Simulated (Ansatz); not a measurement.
# SrZrO3, pressure series

The reference is SrZrO3 (space group Imma, No. 74; a = 5.7955 Å, b = 8.1350 Å, c = 5.8136 Å; a cell from a computed database, its experimental status unchecked).

Cell and atoms are relaxed at each pressure.

Computed with DFT with PBEsol, PAW potentials and a 420 eV plane-wave cutoff in Ansatz (a first-principles code), no SOC.

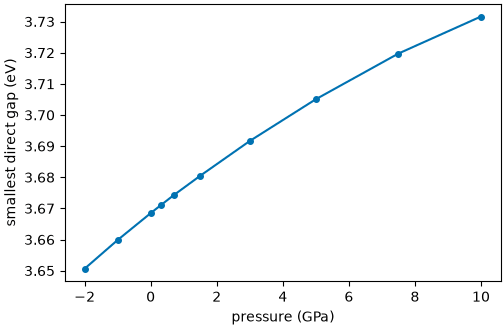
Figure. Smallest direct gap against pressure

**Question.** From the plot, what is the smallest direct gap for pressure 1.5 GPa?

**Answer.** About 3.68 eV.

**Question.** Is the trend monotonic over the range shown?

**Answer.** Yes, it rises throughout, spanning 3.65 eV to 3.73 eV.

Load acts through the strain it causes; cell and atoms are relaxed under it. Stability against distortions was not tested. No other phases were tried under pressure.
